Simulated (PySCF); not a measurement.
**C3H3N (E-propargylimine) at 6 levels**

Aim: a comparison of 6 runs (HF/3-21G, BHLYP/def2-SVPD, M06-L/def2-SVPD, PBE/def2-SVPD, SVWN5/def2-SVPD, wB97X/def2-SVPD) of C3H3N (E-propargylimine). Input form: a Python script.

The results are computed with PySCF 2.14.0.

2 further runs of the same task are left out: 2 set aside as unsound or not needed.

## (1) The molecule

C3H3N has 7 atoms, charge 0, and is taken as a singlet. As SMILES, `[H]/N=C/C#C`. One bond was lengthened or shortened from a relaxed shape.

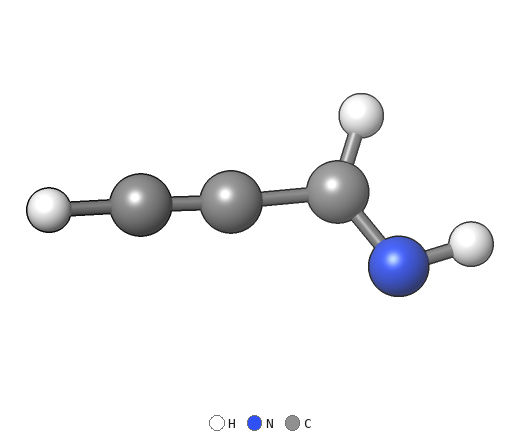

Viewed from a chosen angle; hydrogen white, nitrogen blue, carbon grey.

## (2) The energy at HF/3-21G (run 1)

Contents of calc.py:

```python
from pyscf import gto

mol = gto.M(
    atom='''
H      1.759609    -4.005465     2.427213
N      0.363460    -3.088003     1.468083
C      1.107465    -0.898831     0.834061
C     -0.480453     0.800146    -0.537143
C     -1.713745     2.319750    -1.687779
H      2.987043    -0.149139     1.276597
H     -3.009351     3.835350    -2.862009
''',
    unit='bohr',
    max_memory=1860,
    basis='3-21g',
    verbose=3,
)

hf = mol.RHF()
hf.conv_tol = 1e-10
hf.kernel()
if not hf.converged:
    hf = hf.newton().run(hf.mo_coeff, hf.mo_occ)

e_tot = hf.e_tot
print('E(%s) = %.9f' % ('HF', e_tot))
```

Launch:

```bash
$ OMP_NUM_THREADS=1 python calc.py
```

The log of the run:

```text
converged SCF energy = -168.729019819892
E(HF) = -168.729019820
```

It took 0.8 s on 1 thread of Arm Neoverse V1, shared host; peak memory 0.12 GiB.

## (3) A single-point energy at BHLYP/def2-SVPD (run 2)

Contents of calc.py:

```python
from pyscf import gto, dft

system = gto.Mole()
system.atom = [
    ('H', (0.931145, -2.119601, 1.284426)),
    ('N', (0.192335, -1.634101, 0.776876)),
    ('C', (0.586045, -0.475641, 0.441366)),
    ('C', (-0.254245, 0.423419, -0.284244)),
    ('C', (-0.906875, 1.227559, -0.893134)),
    ('H', (1.580675, -0.078921, 0.675546)),
    ('H', (-1.592480, 2.029580, -1.514510)),
]
system.verbose = 3
system.charge = 0
system.basis = 'def2-svpd'
system.max_memory = 1860
system.build()

ks = dft.RKS(system, xc='bhandhlyp')
ks.grids.level = 5
ks.conv_tol = 1e-10
ks.kernel()
if not ks.converged:
    ks = ks.newton().run(ks.mo_coeff, ks.mo_occ)

energy = ks.e_tot
print('Final energy', energy)
```

Launch:

```bash
$ OMP_NUM_THREADS=1 python calc.py
```

The log of the run:

```text
converged SCF energy = -170.533332351524
Final energy -170.53333235152417
```

Run time: 22 s. Hardware: 1 thread of Arm Neoverse V1, shared host; peak memory 0.52 GiB.

Runs 3 to 5 aren't shown in full; the table further down has their settings and results.

## (4) The energy at wB97X/def2-SVPD (run 6)

Contents of input.py:

```python
from pyscf import gto, dft

system = gto.Mole()
system.atom = '''
H      0.931145    -2.119601     1.284426
N      0.192335    -1.634101     0.776876
C      0.586045    -0.475641     0.441366
C     -0.254245     0.423419    -0.284244
C     -0.906875     1.227559    -0.893134
H      1.580675    -0.078921     0.675546
H     -1.592480     2.029580    -1.514510
'''
system.spin = 0
system.max_memory = 1860
system.basis = 'def2-svpd'
system.verbose = 3
system.build()

mf = dft.RKS(system, xc='wb97x')
mf.grids.level = 5
mf.conv_tol = 1e-10
mf.kernel()
if not mf.converged:
    mf = mf.newton().run(mf.mo_coeff, mf.mo_occ)

energy = mf.e_tot
print(f'total energy: {energy:.8f} hartree')
```

Launch:

```bash
$ OMP_NUM_THREADS=1 python input.py
```

The log of the run:

```text
converged SCF energy = -170.591139807181
total energy: -170.59113981 hartree
```

It took 30 s on 1 thread of Arm Neoverse V1, shared host; peak memory 0.53 GiB.

## (5) The series

```tsv
run	level	integration grid	energy (Eh)	dipole moment (D)	HOMO energy (eV)	LUMO energy (eV)	wall time
1	HF/3-21G	–	-168.729020	2.18	-10.40	3.17	0.8 s
2	BHLYP/def2-SVPD	5	-170.533332	2.04	-9.13	-0.39	22 s
3	M06-L/def2-SVPD	5	-170.618587	1.90	-6.89	-2.27	43 s
4	PBE/def2-SVPD	5	-170.431989	1.90	-6.53	-2.52	20 s
5	SVWN5/def2-SVPD	5	-169.127543	1.96	-6.59	-2.76	13 s
6	wB97X/def2-SVPD	5	-170.591140	2.03	-10.50	0.68	30 s
```

## (6) Outcome

| quantity | value |
| --- | --- |
| run 6: total energy | -170.59114 Eh |
| run 6: dipole moment | 2.03 D |
| run 6: HOMO energy | -10.50 eV |
| run 6: LUMO energy | 0.68 eV |
| run 6: HOMO–LUMO gap | 11.17 eV |

**Reading.** The dipole moment (its size) runs from 1.90 D (M06-L/def2-SVPD) to 2.18 D (HF/3-21G). The two ends differ in method and basis. The HOMO–LUMO gap runs from 3.83 eV (SVWN5/def2-SVPD) to 13.56 eV (HF/3-21G). Totals of different functionals can't be ranked against each other. All runs together took 2.1 min, the longest 43 s.
